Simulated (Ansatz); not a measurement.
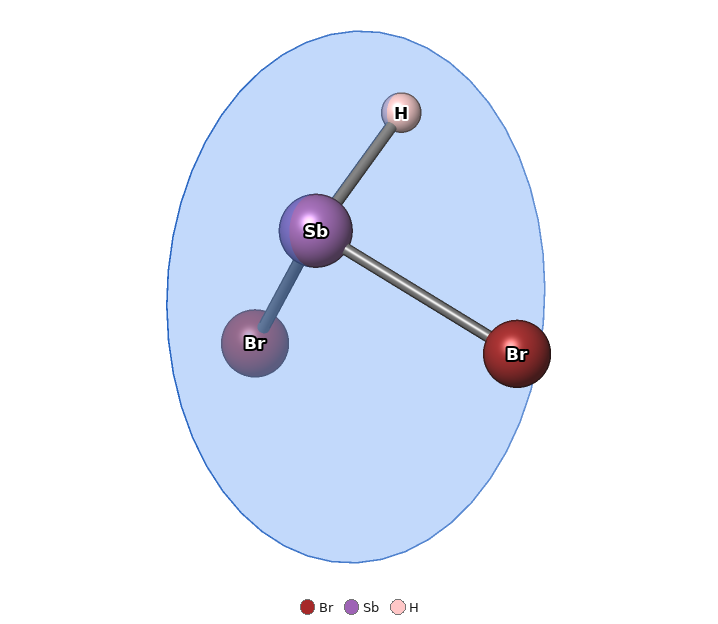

All proper rotation axes (lines) and mirror planes (discs) of the structure are drawn in. Atoms fade into the background with distance from the viewer. The computed structure is the end point of a PBE0-D4/def2-TZVP optimisation.

Q: Name the symmetry elements and the point group.

A: It has 1 mirror plane. Point group Cs. The group has 2 operations. The geometry is achiral, and symmetry allows a dipole moment.
